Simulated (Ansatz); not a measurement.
Band structure of a (100) slab of Cr (cut from a parent of space group no. 229; 6 atoms in the cell).

```
CELL_PARAMETERS angstrom
      2.90390     0.00000     0.00000
      0.00000     2.90390     0.00000
      0.00000     0.00000    19.20000
ATOMIC_POSITIONS crystal
  Cr 0.00000 0.00000 0.38750
  Cr 0.50000 0.50000 0.31250
  Cr 0.00000 0.00000 0.53750
  Cr 0.50000 0.50000 0.46250
  Cr 0.00000 0.00000 0.68750
  Cr 0.50000 0.50000 0.61250
```
Moments meant for the start (each program seeds them in its own way; μB, in the order of the atoms Cr Cr Cr Cr Cr Cr): 3.0 3.0 3.0 3.0 3.0 3.0.

Method: PBEsol, PAW files made with PBE (plane waves; Ansatz, a quantum-chemistry and plane-wave program).

Settings: basis.ecutwfc = 420 eV; kpoints.mp_grid.grid = 7 7 1; hamiltonian.xc = pbesol; hamiltonian.pseudopotentials = {kind: paw} (the program's default PAW files); magnetization.spin_polarized = true; scf.occupations.method = gaussian; scf.occupations.width = 0.05 eV; kpoints.band_path.path = [[0.5, 0.5, 0.0], [0.0, 0.0, 0.0], [0.0, 0.5, 0.0], [0.5, 0.5, 0.0]]; kpoints.band_path.npoints = 6; efield.axis = 3; efield.dipole_correction = true.

The starting cell was generated: these elements placed on a structure prototype, without a prior relaxation; it need not be a known phase or ordering of this composition. The slab is cut from that crystal, and its faces are unrelaxed. Its lattice was rescaled in the plane by a random factor within 2.5 % of one. The magnetic order is the one reached from the typed start; others were not searched systematically. The program warned that a starting moment was not kept. The program warned that, by what it read of turns of the moments, another magnetic order lies lower.

These are the values that this program gave, and no reference: magnetic slabs can end in a higher state.

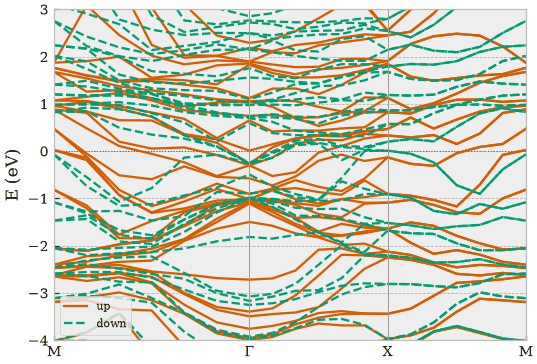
Bands along the path, energies from the Fermi level.

Levels in eV from the Fermi level, bands 41 to 48 of the first spin channel:
| point | 41 | 42 | 43 | 44 | 45 | 46 | 47 | 48 |
|---|---|---|---|---|---|---|---|---|
| M | 0.02 | 0.02 | 0.47 | 0.47 | 0.88 | 0.88 | 0.96 | 0.96 |
| Γ | -1.02 | -1.02 | -0.91 | -0.58 | -0.30 | -0.30 | -0.27 | 0.01 |
| X | -0.90 | -0.90 | -0.13 | -0.13 | 0.33 | 0.33 | 0.47 | 0.47 |

Bands cross the Fermi level along this path, so the cell is metallic at this level.

The net moment of the cell came out as 4.55 μB.

Keys are those of Ansatz 0.2.
